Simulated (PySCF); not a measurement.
C3H9AlN2S (SMILES C[S][Al]1[NH]CC[NH]1)

```csv
atom,x (Å),y (Å),z (Å)
C,3.2772,0.0279,0.4295
S,2.1901,-0.9285,1.5650
Al,0.2668,-0.4976,0.6222
N,-1.3837,-1.0383,0.9660
C,-2.2685,-0.2022,0.1592
C,-1.5185,0.3087,-1.0823
N,-0.1131,0.5487,-0.7628
H,3.9090,-0.6724,-0.1081
H,3.8904,0.6850,1.0382
H,2.6795,0.6104,-0.2677
H,-1.8897,-1.5852,1.6461
H,-3.1490,-0.7666,-0.1684
H,-2.6209,0.6621,0.7371
H,-2.0009,1.2283,-1.4327
H,-1.6078,-0.4406,-1.8795
H,0.3313,1.1107,-1.4733
```

Geometry: GFN2-xTB.

Method: PySCF, PBE0/pcSseg-1, SCF density, gas phase, non-relativistic.

What can the converged electron density and electron localisation function tell about the bonding?

C–N (1.46 Å): ρ at the midpoint is about 1.9 e/Å³; the ELF peaks at about 0.90 between the atoms: localised, covalent bonding.
Al–N (1.77 Å): the density is about 0.84 e/Å³ at the midpoint; the ELF peaks at about 0.90 in the valence shell of N, 0.6 Å from its nucleus, and is about 0.65 at the midpoint.
C–S (1.84 Å): the density is about 1.2 e/Å³ at the midpoint; the ELF peaks at about 0.90 between the atoms; a shared electron pair.
Al–S (2.18 Å): ρ at the midpoint is about 0.7 e/Å³; the ELF peaks at about 0.90 in the valence shell of S, 1.0 Å from its nucleus, and is about 0.90 at the midpoint.

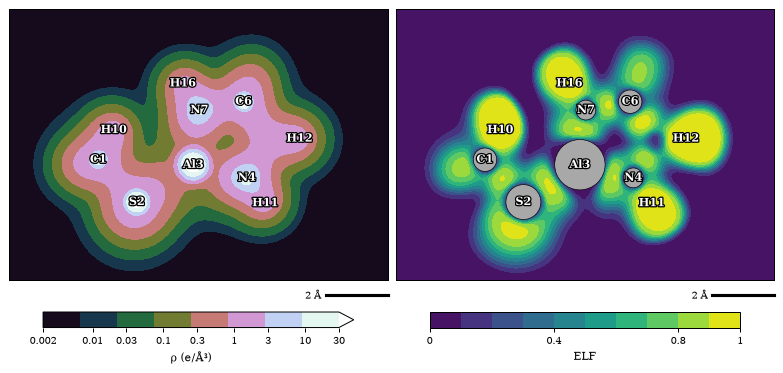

Computed electron density and electron localisation function on the plane of atoms Al3, N4 and H11, in this order. Grey discs cover the atomic cores in the ELF map. 
